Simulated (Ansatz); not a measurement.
Rutile SnO₂, treated with PBE in Ansatz (plane waves, PAW).

Run with plane-wave cutoff 520 eV, 8×8×10 k mesh (along the axes of the cell as run), Fermi–Dirac smearing 0.01 eV, scalar-relativistic PAW data made under PBE.

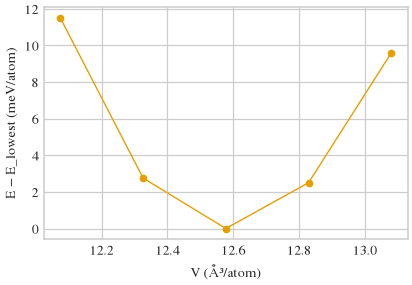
Figure. Total energy against volume

**Question.** From the curve, estimate the equilibrium volume and the bulk modulus.

**Answer.** V0 ≈ 12.6 Å³/atom and B0 ≈ 170 GPa; the fit gives V0 = 12.578 Å³/atom, B0 = 167 GPa, B′ = 5.7.

Shape and atoms are relaxed at each volume.

Measured, for comparison: bulk modulus 212 GPa (temperature not stated, no zero-point or thermal correction, from measured elastic constants; as tabulated in Toher et al. (2017), arXiv:1611.05714). Computed less measured: bulk modulus -21 %.

Spin–orbit coupling is not included.

The computed numbers hold no vibrational or temperature effects.

Ansatz is a program for electronic structure.
